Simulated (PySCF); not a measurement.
Molecule: CH₈InN, singlet. Atoms near the plane z = 1.2 Å, at the PBE0/def2-SVP optimised geometry (x, y, z in Å): In1 (0.2, 0.6, 0.0), H2 (-0.7, 2.1, 0.0), H3 (1.9, 0.6, 0.0), C4 (-0.9, -1.2, 0.7), H5 (-0.9, -1.2, 1.8), H6 (-0.4, -2.1, 0.4), H7 (-1.9, -1.2, 0.4).

Computed with PySCF with PBE0/def2-TZVP, def2 effective core potentials past Kr. The core electrons that the potentials of In replace are not part of the density. The values are rescaled to run from 0 to 1.

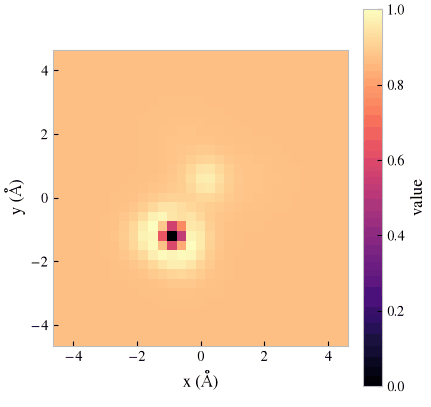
a field on the plane z = 1.2 Å.

Q: Which quantity is mapped?
A. electron localisation function
B. an orbital amplitude
C. log10 of the electron density
D. Laplacian of the electron density

A: D, Laplacian of the electron density. In full: Laplacian of the electron density (e/bohr⁵).
